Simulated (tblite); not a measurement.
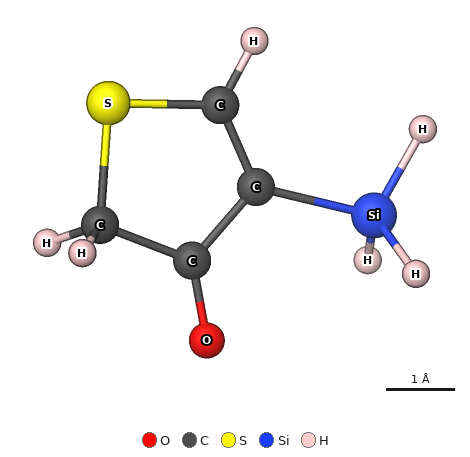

Fig. 1: The structure as given in the input (ball-and-stick view, seen at a tilt). Bond lengths as drawn: C–C 1.34 to 1.53 Å, C–H 1.07 to 1.09 Å, C–O 1.21 Å, C–S 1.73 to 1.81 Å, C–Si 1.88 Å and H–Si 1.46 to 1.47 Å.

**Molecular dynamics of C₄H₆OSSi (part 1 of 2)**

System: C₄H₆OSSi.
Method: GFN2-xTB Langevin dynamics, gas phase (tblite 0.8.0).

Input
```
{"job": {"dt": 1.5, "steps": 8000, "equilibration": 400, "friction": 0.005, "h_mass": 4.0, "temperature": 450, "xc": "GFN2-xTB", "basis": "xTB", "kind": "md"}, "charge": 0, "multiplicity": 1}
O     -0.197095    -1.976681     0.582800
C     -0.556421    -0.869849     0.247650
C     -2.030816    -0.489150     0.115947
S     -2.106249     1.239237    -0.402027
C     -0.382441     1.357550    -0.416119
C      0.301656     0.251334    -0.076881
Si     2.166282     0.007747     0.018901
H     -2.546656    -0.606831     1.068652
H     -2.525764    -1.114388    -0.626847
H      0.036925     2.306904    -0.694528
H      2.773840     1.286512    -0.358159
H      2.538879    -1.043782    -0.923701
H      2.510308    -0.346658     1.393398
```

The first line tells a small driver script what to run in tblite; the rest is the geometry in Å.

Run on 1 CPU thread, shared host.

Run as:
```bash
OMP_NUM_THREADS=1 python <driver script> task.json out
```

Log
```
t/fs     T/K   E - E0/eV
     0.0    489.2     0.0000
   525.0    529.7     0.5107
  1050.0    494.2     0.3630
  1575.0    326.6     0.8123
  2100.0    207.3     0.5146
  2625.0    458.6     0.7633
  3150.0    534.7     0.6827
  3675.0    495.7     0.5750
  4200.0    539.3     0.3847
  4725.0    630.1     0.6801
  5250.0    545.3     0.6045
  5775.0    428.3     0.5752
  6300.0    451.3     0.5617
  6825.0    422.9     0.7779
  7350.0    379.2     0.8133
  7875.0    483.8     0.7259
  8400.0    239.5     0.6880
  8925.0    359.5     0.6824
  9450.0    437.4     0.6965
  9975.0    426.9     0.5743
 10500.0    489.5     0.7079
 11025.0    503.0     0.9182
 11550.0    789.4     0.5766
 12075.0    460.5     0.5068
 12600.0    283.9     0.6124
```

Trajectory as extended XYZ (Å, eV, eV/Å), 25 frames, from step=0 to step=8400
```
13
Properties=species:S:1:pos:R:3:forces:R:3 step=0 time_fs=0.0 energy=-561.72706 temperature=489.2
O    -0.1971   -1.9767    0.5828   -0.0010  -0.0010   0.0000
C    -0.5564   -0.8698    0.2477    0.0030  -0.0020   0.0020
C    -2.0308   -0.4891    0.1159    0.0000   0.0010  -0.0020
S    -2.1062    1.2392   -0.4020    0.0000  -0.0010   0.0000
C    -0.3824    1.3576   -0.4161    0.0000   0.0020   0.0000
C     0.3017    0.2513   -0.0769    0.0000   0.0010  -0.0010
Si    2.1663    0.0077    0.0189    0.0000   0.0010   0.0010
H    -2.5467   -0.6068    1.0687   -0.0010  -0.0010   0.0020
H    -2.5258   -1.1144   -0.6268   -0.0020   0.0000  -0.0010
H     0.0369    2.3069   -0.6945    0.0000   0.0010  -0.0010
H     2.7738    1.2865   -0.3582    0.0010   0.0000   0.0000
H     2.5389   -1.0438   -0.9237    0.0000   0.0000   0.0000
H     2.5103   -0.3467    1.3934    0.0010  -0.0010   0.0000
13
Properties=species:S:1:pos:R:3:forces:R:3 step=350 time_fs=525.0 energy=-561.21640 temperature=529.7
O    -0.1298   -2.4441   -1.7177    0.6160   0.2170  -0.1040
C    -0.1831   -1.2866   -1.3589   -0.4970  -0.2360   0.5390
C    -1.5229   -0.5692   -1.3650    0.4660   0.3130   1.7760
S    -1.2030    1.1659   -0.8769   -0.8810  -0.0090  -0.5010
C     0.4169    0.8057   -0.4485   -1.1600  -0.1320  -0.0400
C     0.7779   -0.4553   -0.6791    2.3820  -0.9560  -0.8270
Si    2.6603   -0.8512   -0.5646   -0.0930  -0.1700   1.0210
H    -2.0075   -0.9846   -0.4404   -0.1450   0.1670  -0.9920
H    -2.0398   -0.7649   -2.2701   -0.7300   0.2420  -0.4680
H     0.9227    1.5734    0.0681    0.5810   0.4060   0.1730
H     3.4459    0.2801   -1.0814   -0.1680  -0.1710  -0.3060
H     3.1990   -2.1805   -0.9320   -0.4260   0.4690  -0.1410
H     2.8425   -0.7049    0.9026    0.0570  -0.1390  -0.1300
13
Properties=species:S:1:pos:R:3:forces:R:3 step=700 time_fs=1050.0 energy=-561.36406 temperature=494.2
O    -0.6386   -1.6890   -1.1512    0.0620  -0.2600  -0.2110
C    -0.2629   -0.5678   -1.4067   -0.5230  -0.5970   0.3870
C    -1.2499    0.5991   -1.4458    1.0590   0.4430   0.4170
S    -0.2444    2.0932   -1.2795   -0.4270   0.7970  -0.2690
C     1.1753    1.1885   -1.4552    1.8800   1.6230  -0.6810
C     1.0879   -0.1138   -1.6237    0.6890  -1.9020   0.0200
Si    2.6352   -1.2414   -1.9124   -0.9060   0.0800  -0.8220
H    -1.9166    0.6993   -0.6219   -0.7020  -0.6120   0.5910
H    -1.7883    0.5673   -2.3648   -0.3800   0.1540  -0.7020
H     2.1402    1.6945   -1.5986   -0.6890   0.0910   0.4080
H     3.8343   -0.3745   -2.0945   -0.4210  -0.2450   0.1440
H     2.2802   -1.8957   -3.2475    0.3370   0.2990   0.8280
H     2.7710   -2.2013   -0.8149    0.0200   0.1280  -0.1100
13
Properties=species:S:1:pos:R:3:forces:R:3 step=1050 time_fs=1575.0 energy=-560.91481 temperature=326.6
O    -1.3783   -0.4533   -2.4523    1.0670   0.2850   1.6600
C    -0.7545    0.1458   -1.5638    1.4200  -1.2840  -3.0100
C    -1.3053    1.3892   -1.0052    1.6560   0.2900   2.1920
S     0.1977    2.2761   -0.2243   -2.2370   1.2620  -0.1010
C     1.1446    0.9245   -0.3913    1.7960  -0.7310  -0.2510
C     0.7169   -0.0854   -1.1765   -1.8570   0.1830   0.0660
Si    1.9768   -1.3884   -1.6671    0.2530  -0.3460   1.4030
H    -1.7922    1.0682   -0.1003   -0.5670  -0.0750   0.6490
H    -2.0184    1.9490   -1.5548   -0.0080   0.5800  -0.7470
H     2.1731    1.0209    0.0225   -0.9400  -0.1890  -0.3930
H     3.3170   -0.8080   -1.3386   -0.4250  -0.1280  -0.0320
H     2.0017   -1.7068   -3.0383   -0.1840  -0.2220  -1.1280
H     1.7759   -2.5946   -0.8068    0.0270   0.3750  -0.3090
13
Properties=species:S:1:pos:R:3:forces:R:3 step=1400 time_fs=2100.0 energy=-561.21246 temperature=207.3
O    -0.8024    0.2306   -3.2054   -0.6420  -0.7990  -1.9930
C    -0.2571    0.6138   -2.2317    0.5870  -0.3710   2.2540
C    -0.8401    1.7410   -1.3946   -0.3550   0.7540  -0.2260
S     0.4792    2.3796   -0.3397    0.0710  -1.5050   0.1560
C     1.2911    0.7830   -0.5410    0.6680   1.4560   2.4350
C     0.8773   -0.0195   -1.4886   -0.8400  -0.1830  -1.5920
Si    1.5304   -1.7469   -1.9023   -1.3250  -0.6130  -0.2470
H    -1.7698    1.4171   -0.8603    0.9770   0.0910  -0.0810
H    -1.1412    2.5613   -2.0357   -0.1850   0.1560  -0.3030
H     1.9723    0.5598    0.2891   -0.0120   0.1630  -0.7740
H     2.6028   -2.0998   -1.0314    0.7030   0.0490   0.4610
H     1.8718   -2.0228   -3.3005   -0.0130   0.3280   0.0960
H     0.4174   -2.7003   -1.5338    0.3660   0.4740  -0.1860
13
Properties=species:S:1:pos:R:3:forces:R:3 step=1750 time_fs=2625.0 energy=-560.96377 temperature=458.6
O    -1.0387   -0.0578   -2.7229   -1.8090  -0.9350  -0.5660
C    -0.3160    0.7852   -2.3019    1.9040   0.2790   0.4890
C    -0.5466    2.1341   -1.7995   -1.2210   2.4610  -0.8200
S     0.7701    2.7138   -0.7894    1.5040   0.0760   0.4510
C     1.8057    1.5340   -1.5470   -0.9980  -0.2210  -0.4980
C     1.1182    0.6640   -2.3111    1.6350  -0.7150  -0.8170
Si    1.6350   -0.6373   -3.6202   -0.0370  -0.0380   0.7070
H    -1.3714    2.4146   -1.1991   -1.6130  -0.1680   0.0940
H    -0.5100    2.8072   -2.7280   -0.3280  -0.7000   0.9010
H     2.8474    1.6191   -1.4189    0.6790  -0.0760   0.1750
H     2.9963   -0.2147   -4.0420   -0.4260  -0.2100  -0.0260
H     0.5804   -0.7786   -4.6418    0.4350   0.2960   0.0290
H     1.5542   -1.8825   -2.8447    0.2750  -0.0470  -0.1190
13
Properties=species:S:1:pos:R:3:forces:R:3 step=2100 time_fs=3150.0 energy=-561.04441 temperature=534.7
O    -1.2735    0.6057   -3.3273    1.5570   1.7830   1.0450
C    -0.4681    1.3297   -2.6935   -2.5340  -1.5900  -1.4010
C    -0.9705    2.3170   -1.6235    0.6670  -1.1970  -0.2940
S     0.4498    2.8190   -0.6505    0.4070  -0.8250   0.1410
C     1.4244    1.6399   -1.4928    0.0870   0.5390  -0.9480
C     0.9325    1.1572   -2.6665    1.2200  -0.7780   0.3500
Si    1.9640    0.1760   -4.0063    0.3860   1.5160   0.9960
H    -1.6238    1.6833   -1.0277   -0.3930   0.5850   0.2230
H    -1.3880    3.1799   -2.0719   -0.8490   0.6060  -0.2390
H     2.4267    1.4533   -1.1840    0.3320   0.1910   0.3170
H     1.5598    0.8209   -5.2794    0.2530  -0.0050   0.3440
H     1.9021   -1.2336   -4.2544   -0.2090  -0.5820   0.2010
H     3.3559    0.4848   -3.3682   -0.9240  -0.2440  -0.7350
13
Properties=species:S:1:pos:R:3:forces:R:3 step=2450 time_fs=3675.0 energy=-561.15209 temperature=495.7
O    -0.5451    1.9354   -4.8828   -0.5180   0.2990  -0.3750
C    -0.3608    2.2139   -3.7244   -1.7670   0.7650   0.3330
C    -1.4764    2.9617   -2.7843    3.5570  -0.1490  -0.7040
S    -0.7797    2.9186   -1.0976   -1.2330   0.4030  -0.4210
C     0.5612    2.0719   -1.6267    2.3050  -0.7300  -0.5620
C     0.7757    1.8891   -2.9868    0.4010  -0.3380   2.7960
Si    2.2211    1.1093   -3.8970    0.4530  -0.4970   1.2980
H    -2.3503    2.4308   -2.8031   -2.1680  -0.9330  -0.1320
H    -1.5057    3.9592   -3.1717   -0.4140   0.5370   0.0170
H     1.2468    1.7926   -0.7906   -0.4270   0.1610  -1.0800
H     1.9134    0.3832   -5.0815   -0.3350  -0.4000  -0.5710
H     2.7813    0.1000   -2.8745   -0.1850   0.7800  -0.6680
H     3.0086    2.2677   -4.2903    0.3290   0.1020   0.0700
13
Properties=species:S:1:pos:R:3:forces:R:3 step=2800 time_fs=4200.0 energy=-561.34237 temperature=539.3
O    -0.0119    3.2565   -4.8006    0.0590  -0.1540  -3.2690
C    -0.0775    3.2168   -3.6247   -0.2050   0.7930   1.8730
C    -1.1845    3.9480   -2.8871   -0.8350   1.2030   0.7060
S    -0.8305    3.7419   -1.0888   -0.3930   0.1470  -0.5610
C     0.6234    2.9025   -1.4336    0.0810   0.1680  -1.5010
C     0.9047    2.6642   -2.7516   -0.7020   0.6420   1.9580
Si    2.3893    1.8026   -3.3975    1.0560   0.3280  -1.0940
H    -2.1702    3.5097   -3.1576    0.5610   0.3390   0.3060
H    -1.2321    5.0949   -3.0845    0.1900  -1.9160   0.1370
H     1.2854    2.7206   -0.6346    0.3410  -0.3380   0.6540
H     2.8490    2.1640   -4.7710   -0.3680  -0.0690   0.5610
H     1.9677    0.4563   -3.2883   -0.1390  -1.2490  -0.0880
H     3.4743    2.0676   -2.4837    0.3540   0.1070   0.3190
13
Properties=species:S:1:pos:R:3:forces:R:3 step=3150 time_fs=4725.0 energy=-561.04692 temperature=630.1
O    -0.1245    5.5379   -3.8737    0.4660  -0.0590  -0.3990
C    -0.0992    4.9980   -2.7985    0.2760  -0.5950   0.9730
C    -1.3576    4.7507   -2.0127    0.3670  -0.7100   1.2760
S    -0.9146    4.7125   -0.1947    0.0250   0.4100  -1.1440
C     0.7570    4.5375   -0.6401   -2.0860   0.0110  -4.0310
C     1.0314    4.4943   -2.0025   -0.7970   1.3010   1.8920
Si    2.7560    4.3108   -2.6760   -0.2790  -0.8130   1.1160
H    -1.6139    3.7066   -2.1690   -0.3230  -0.1430  -0.2970
H    -2.1544    5.3946   -2.2895   -0.6760   0.5280   0.1320
H     1.4062    4.4323    0.1198    1.9450  -0.4600   2.0500
H     3.1118    5.5925   -3.1949    0.4490   0.3940  -0.3580
H     2.4456    3.1934   -3.5641    0.5520  -0.0400  -0.2590
H     3.4166    3.9118   -1.3628    0.0810   0.1760  -0.9500
13
Properties=species:S:1:pos:R:3:forces:R:3 step=3500 time_fs=5250.0 energy=-561.12259 temperature=545.3
O     0.1417    4.8002   -3.1759   -0.0160  -0.1810  -1.1900
C     0.0911    4.5128   -2.0167   -0.7350   0.7370   1.1480
C    -1.1767    3.8739   -1.3446    2.2710  -1.3290  -0.3190
S    -0.9118    4.0138    0.4062   -1.6430  -0.4070   1.1560
C     0.6428    4.5950    0.2300    1.2220   0.5710   1.2890
C     1.0571    4.8827   -1.0049    1.1240   0.3540  -0.5930
Si    2.6449    5.8902   -1.4037    0.5070  -1.4920  -1.4490
H    -0.9977    2.7645   -1.4537   -0.8240   0.8730  -0.6080
H    -2.0918    4.2765   -1.7039   -0.5860  -0.0760  -0.2150
H     1.1811    4.7509    1.1761   -0.2000   0.0350  -0.6920
H     2.9676    6.7298   -0.2894    0.0220   0.3980   0.4740
H     2.4121    6.6641   -2.6998    0.1730  -0.5710   0.9540
H     3.8753    4.8236   -1.5289   -1.3130   1.0870   0.0450
13
Properties=species:S:1:pos:R:3:forces:R:3 step=3850 time_fs=5775.0 energy=-561.15183 temperature=428.3
O     0.8430    5.5732   -3.4524   -1.2120  -0.1790   0.8250
C     0.1228    5.3260   -2.4847    3.4010   0.3810   0.7160
C    -1.2350    4.8161   -2.4900   -1.9820   0.4230  -0.9060
S    -1.8239    4.6414   -0.7723   -0.3600  -0.4500  -0.3910
C    -0.2386    4.8975   -0.1504   -0.2660   1.3960  -5.1940
C     0.6335    5.3654   -1.0890   -0.3010  -0.1340   0.4160
Si    2.3174    6.0816   -0.6506    0.5030  -0.0310  -1.2800
H    -1.3302    3.8438   -2.9874   -0.0370   0.2030   0.0790
H    -1.8060    5.5825   -3.0852   -0.0940  -0.8090   0.6210
H    -0.0317    4.6953    0.7852    0.7190  -0.6610   4.2190
H     2.5679    6.0773    0.7735   -0.1070   0.0380   0.2830
H     2.4268    7.4021   -1.3116   -0.1790  -0.1610   0.3700
H     3.3177    5.2624   -1.3627   -0.0850  -0.0150   0.2430
13
Properties=species:S:1:pos:R:3:forces:R:3 step=4200 time_fs=6300.0 energy=-561.16536 temperature=451.3
O    -0.1846    4.7427   -2.8382   -0.2870  -0.3850   0.0430
C    -0.7733    4.7708   -1.7720    1.6440   1.0370   0.0510
C    -2.1764    4.3772   -1.5508   -0.5620  -1.3720  -1.8620
S    -2.6359    4.5320    0.1404    0.1640   1.3440   0.5210
C    -1.1106    5.3607    0.4606    0.1480  -0.1580   0.0520
C    -0.2333    5.3776   -0.5754    0.8110   0.0000   1.2530
Si    1.6943    5.6835   -0.4435   -1.1600   1.3060   0.3460
H    -2.2993    3.3133   -1.7508    0.0690  -0.3550  -0.2640
H    -2.6657    4.8540   -2.4223   -0.7430   0.2250   0.9870
H    -0.9743    5.7625    1.4720   -0.0020  -0.3450  -0.6880
H     1.9789    5.6023    1.0127   -0.1120   0.2000  -0.2570
H     2.0654    7.0396   -1.0344   -0.2830  -0.8970   0.3700
H     2.3990    4.5879   -1.0101    0.3130  -0.6020  -0.5500
```
